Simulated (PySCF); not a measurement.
**C7H13BOSi: density, localisation and related maps**

```xyz
23

B    -2.0806    2.0956    1.3752
C    -2.8287    0.9550    0.6915
C    -2.2451   -0.2213    0.3853
C    -2.7887   -1.4001   -0.2713
C    -1.7308   -2.2223   -0.4058
Si   -0.5337   -1.0674    0.4958
O     0.6800   -0.6064   -0.4546
C     1.8503    0.1321   -0.1791
C     3.0463   -0.8127   -0.2295
C     1.9645    1.2502   -1.2087
H    -0.9423    1.9629    1.6291
H    -2.6251    3.0963    1.6491
H    -3.8793    1.0603    0.4244
H    -3.8134   -1.5485   -0.5782
H    -1.7265   -3.1954   -0.8680
H    -0.0963   -1.4406    1.8409
H     1.7759    0.5678    0.8256
H     3.9652   -0.2698   -0.0269
H     2.9267   -1.5999    0.5106
H     3.1110   -1.2700   -1.2133
H     1.0932    1.8973   -1.1473
H     2.8590    1.8394   -1.0272
H     2.0138    0.8245   -2.2078
```

Geometry: GFN2-xTB.

Computed with PBE0/pcSseg-1, SCF density, gas phase, non-relativistic (PySCF 2.14.0).

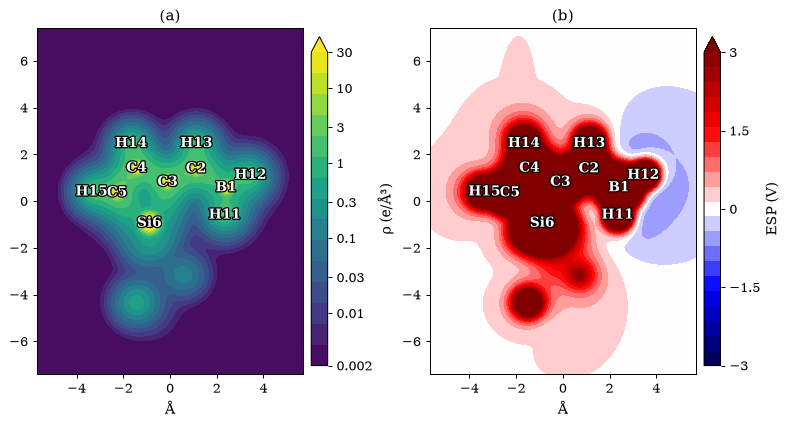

Figure 1. (a) total electron density; (b) electrostatic potential on the plane of atoms C3, C4 and H14.

What does the map show?

- The plane passes through B, C, Si and H nuclei.
- C–C (1.35 Å): ρ is about 2.3 e/Å³ halfway.
- C–B (1.53 Å): ρ at the midpoint is about 1.5 e/Å³.
- C–Si (1.89 Å): ρ is about 0.91 e/Å³ halfway.
- C–H (1.08 Å): the density is about 2 e/Å³ at the midpoint.
- C–C (1.45 Å): ρ is about 1.9 e/Å³ halfway.
- Outside the dense part of the molecule the potential is most negative (−0.7 V) near H12.

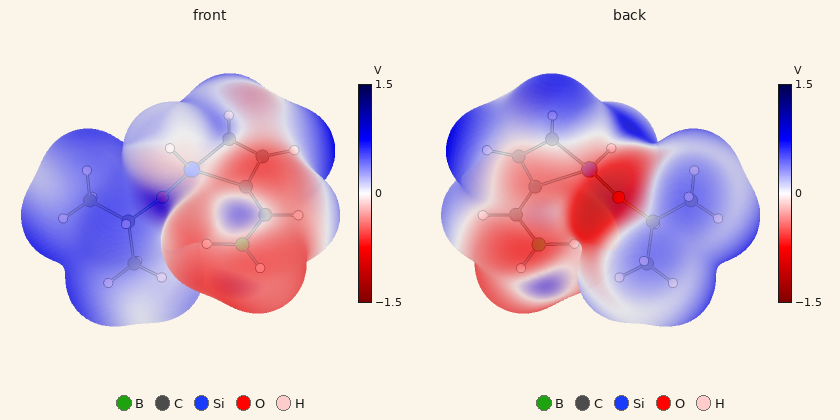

Figure 2. The molecular electrostatic potential painted on the density surface at 0.001 e/bohr³, seen from the front and from behind; red is negative and blue positive.

Describe the electrostatic potential map.

The most negative region (about −1.0 V) lies over O7, the most positive (about +0.8 V) over Si6 and H14.
